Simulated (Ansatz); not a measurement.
# C$_{2}$H$_{7}$ClGe: what the fields show

Input

```
crystal:
  periodic: [false, false, false]
  atoms:
    - {symbol: Ge, position_ang: [-0.257257, -0.435681, 0.484773]}
    - {symbol: H, position_ang: [-0.311993, -0.528012, 2.022155]}
    - {symbol: C, position_ang: [1.564028, -0.532034, -0.182578]}
    - {symbol: H, position_ang: [1.561773, -0.500424, -1.281493]}
    - {symbol: H, position_ang: [2.041118, -1.466899, 0.143156]}
    - {symbol: H, position_ang: [2.150607, 0.318205, 0.197832]}
    - {symbol: C, position_ang: [-1.222560, 1.111259, -0.183628]}
    - {symbol: H, position_ang: [-2.265596, 1.090191, 0.161747]}
    - {symbol: H, position_ang: [-1.213968, 1.110302, -1.282952]}
    - {symbol: H, position_ang: [-0.747130, 2.036565, 0.176208]}
    - {symbol: Cl, position_ang: [-1.299034, -2.203473, -0.255199]}
basis:
  gaussian: {orbitals: def2-TZVP, initial_orbitals: start.molden}
hamiltonian: {xc: pbe0, dispersion: d4}
scf: {omitted_lower_state_checks: [starts]}
output: {orbitals: {seedname: orbitals}}
```

Command:

```sh
ansatz run in.yaml --threads 2 --pin off --events-out ev --progress --plain --max-ram 4352MiB
```

Geometry: PBE0-D4/def2-SVP.

Level of theory: Ansatz, RKS PBE0-D4/def2-TZVP.

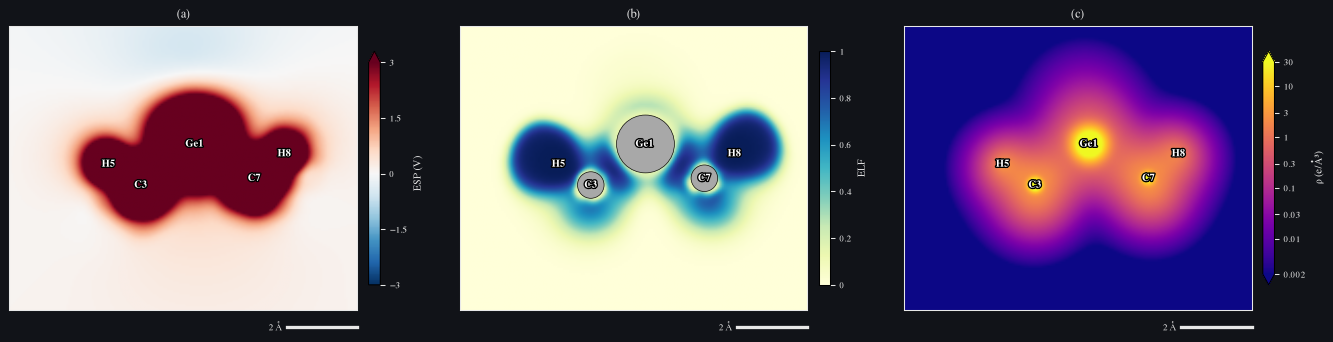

Figure 1. (a) electrostatic potential; (b) ELF; (c) electron density on the plane of atoms Ge1, C3 and H5. Grey discs cover the atomic cores in the ELF map.

Read the bonding off the picture.

Answer.
- Atoms in the plane: Ge, C and H.
- C–Ge (1.94 Å): ρ is about 0.9 e/Å³ halfway; the ELF peaks at about 0.90 between the atoms (a covalent bond).
- C–H (1.10 Å): ρ is about 2 e/Å³ halfway; the ELF climbs to about 1 towards the hydrogen, as it does in any bond to H: an ordinary covalent bond to hydrogen.
- Outside the dense part of the molecule the potential is most negative (−0.5 V) near Cl11, which lies off the plane.

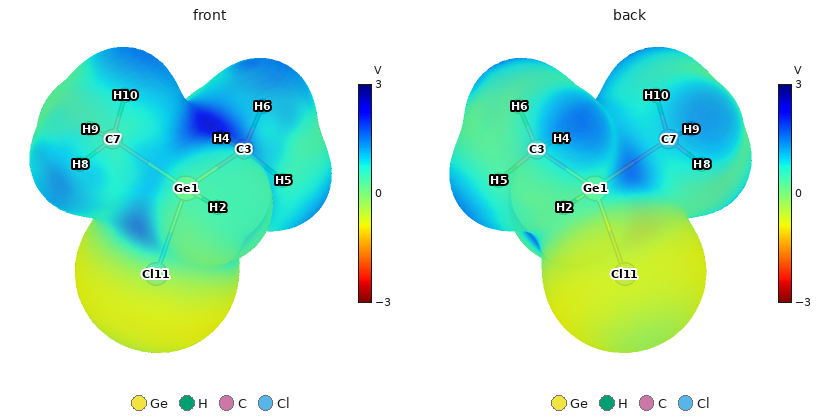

Figure 2. The molecular electrostatic potential painted on the density surface at 0.004 e/bohr³, seen from the front and from behind; the colour scale runs from red (negative) to blue (positive).

Where is the surface potential most negative and most positive?

Answer. The most negative region (about −0.9 V) lies over Cl11, the most positive (about +2.4 V) over Ge1.

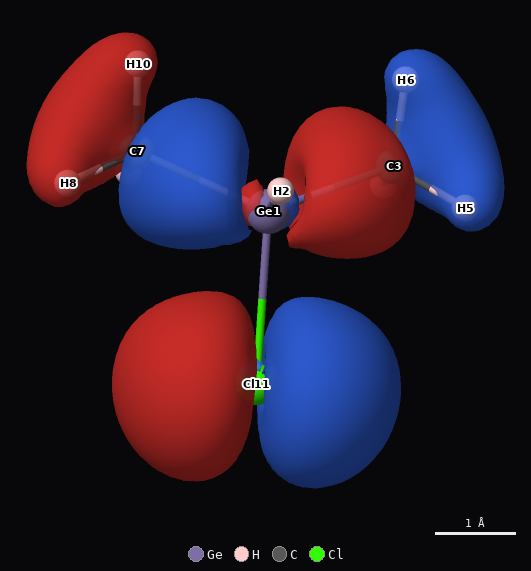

Figure 3. The HOMO at ±0.08 Å⁻³ᐟ² (red and blue are the two phases), seen at a tilt.

What is the character of this orbital?

Answer. It lies mainly on Cl11 (about 55 %), Ge1 (about 10 %), C7 (about 10 %) and C3 (about 10 %). Its energy is −8.28 eV.
